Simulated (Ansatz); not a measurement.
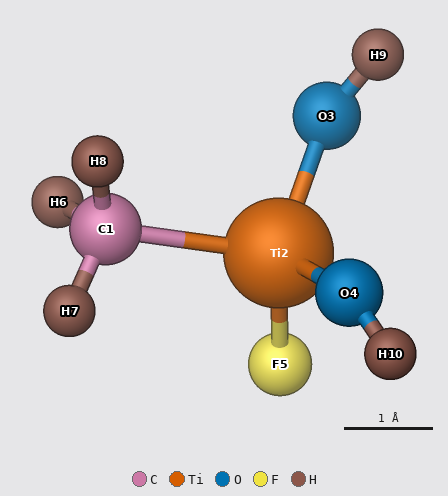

Figure 1. The input geometry of run A (ball-and-stick view, seen at a tilt; atoms are numbered from 1 in the order of the input). Sticks mark near contacts.

## CH$_{5}$FO$_{2}$Ti: one change and its effect

System: CH$_{5}$FO$_{2}$Ti, SMILES [CH3][Ti]([OH])([OH])[F].
Method of run A: RKS SPW92/def2-TZVPP (Ansatz 0.2.0).

The geometry comes from this level: PBE0-D4/def2-TZVP. Text and figures count atoms from 1; the logs count them from 0 in places.

### The input, run A
```yaml
crystal:
  periodic: [false, false, false]
  atoms:
    - {symbol: C, position_ang: [-1.346000, -0.108256, -0.562884]}
    - {symbol: Ti, position_ang: [0.436704, 0.347194, 0.361551]}
    - {symbol: O, position_ang: [0.538612, -0.751331, 1.766487]}
    - {symbol: O, position_ang: [1.695259, 0.038833, -0.856402]}
    - {symbol: F, position_ang: [0.309387, 2.042057, 0.841564]}
    - {symbol: H, position_ang: [-2.163219, 0.037204, 0.149573]}
    - {symbol: H, position_ang: [-1.488793, 0.551477, -1.423625]}
    - {symbol: H, position_ang: [-1.339137, -1.147941, -0.900367]}
    - {symbol: H, position_ang: [1.065492, -1.510684, 2.014860]}
    - {symbol: H, position_ang: [2.374897, 0.450146, -1.387855]}
basis:
  gaussian: {orbitals: def2-TZVPP}
hamiltonian: {xc: lda}
output: {orbitals: {seedname: orbitals}}
```

Hardware: 4 CPU threads, shared host.

### Output (run A)
```
Functional definition: SPW92
  exchange = slater_x
  correlation = pw_c
1365 factors; their error is unknown
mean field evaluation 1: about -30918.8587 eV, gradient 1.1e2 eV
mean field evaluation 2: about -30525.5346 eV, gradient 5.1e2 eV
mean field evaluation 4: about -30931.8725 eV, gradient 7.8e1 eV
mean field evaluation 8: about -30941.6886 eV, gradient 1.2e0 eV
mean field evaluation 16: about -30941.6763 eV, gradient 9.6e-3 eV
mean field -30941.67625903 eV, -1137.0856294978 hartree, gradient 4.7e-5 eV, S^2 0.000000; 0 other end points of the search recorded, 0 dependent functions left out
reference -30941.67631012 eV, -1137.0856313755 hartree; 29, 29 occupied and 229, 229 virtual orbitals, 1365 factors
Total energy: -30941.67631012 eV, -1137.0856313755 hartree
```

For run B the input was changed thus:
```diff
-hamiltonian: {xc: lda}
+correlation: {method: ccsd_t}
```

How does run B compare with run A?

The total energies belong to different methods, so their difference says nothing on which is more stable or more accurate. The HOMO goes from −6.61 to −11.33 eV. The LUMO goes from −2.85 to 1.82 eV.

### Output (run B)
```
Functional definition: HF
  exchange = exact_x
  correlation = 0
1644 factors; integrals over basis functions are off by at most 1.0e-3 eV
mean field evaluation 1: about -30974.2124 eV, gradient 7.5e1 eV
mean field evaluation 2: about -30974.3551 eV, gradient 7.5e1 eV
mean field evaluation 4: about -30984.1334 eV, gradient 8.0e0 eV
mean field evaluation 8: about -30984.3535 eV, gradient 9.4e-1 eV
mean field evaluation 16: about -30984.3608 eV, gradient 2.0e-6 eV
mean field -30984.36080181 eV, -1138.6542575126 hartree, gradient 2.0e-6 eV, S^2 0.000000; 0 other end points of the search recorded, 0 dependent functions left out
9 core orbitals not correlated: weight in the atoms' cores, before any rotation towards them, 1.000 or more for the frozen orbitals, at most 0.000 for the correlated occupied ones
reference -30984.36080181 eV, -1138.6542575126 hartree; 20, 20 occupied and 229, 229 virtual orbitals, 1644 factors
second order -36.76140575 eV of doubles, -0.00000000 eV of singles
cycle   1  -35.63491792 eV  change     1.1e0 eV  update   2.3e-1
cycle   2  -36.77441973 eV  change    -1.1e0 eV  update   1.3e-1
cycle   3  -37.08371032 eV  change   -3.1e-1 eV  update   4.8e-2
cycle   4  -37.09178367 eV  change   -8.1e-3 eV  update   1.8e-2
cycle   5  -37.06813246 eV  change    2.4e-2 eV  update   5.9e-3
cycle   6  -37.06765236 eV  change    4.8e-4 eV  update   2.3e-3
cycle   7  -37.06856086 eV  change   -9.1e-4 eV  update   1.1e-3
cycle   8  -37.06813651 eV  change    4.2e-4 eV  update   4.5e-4
cycle   9  -37.06825477 eV  change   -1.2e-4 eV  update   2.1e-4
cycle  10  -37.06857944 eV  change   -3.2e-4 eV  update   8.7e-5
cycle  11  -37.06841573 eV  change    1.6e-4 eV  update   5.0e-5
cycle  12  -37.06835255 eV  change    6.3e-5 eV  update   2.6e-5
cycle  13  -37.06839257 eV  change   -4.0e-5 eV  update   1.4e-5
perturbative correction -1.69460366 eV, -0.0622755360 hartree
Total energy: -31023.12379805 eV, -1140.0787713497 hartree
```

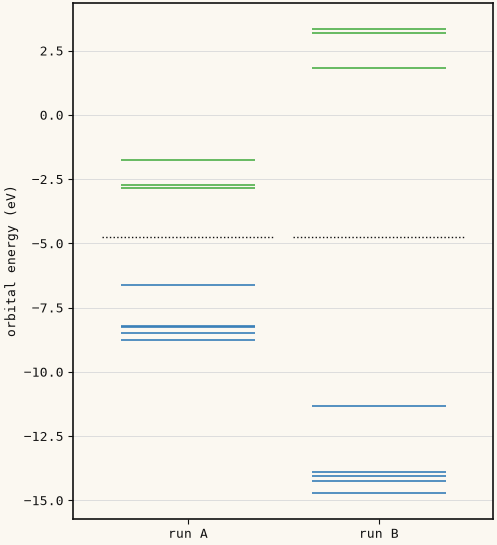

Figure 2. The five highest filled and three lowest empty orbital energies of the two runs; the dotted lines part filled from empty levels. The HOMO–LUMO gap is 3.76 eV in run A and 13.15 eV in run B.

### The two runs side by side

```tsv
quantity	run A	run B
outcome	converged	converged
total energy (hartree)	−1137.085631	−1140.078771
HOMO (eV)	−6.61	−11.33
LUMO (eV)	−2.85	1.82
basis functions	258	258
wall time (shared host)	1.4 s	3.2 min
```
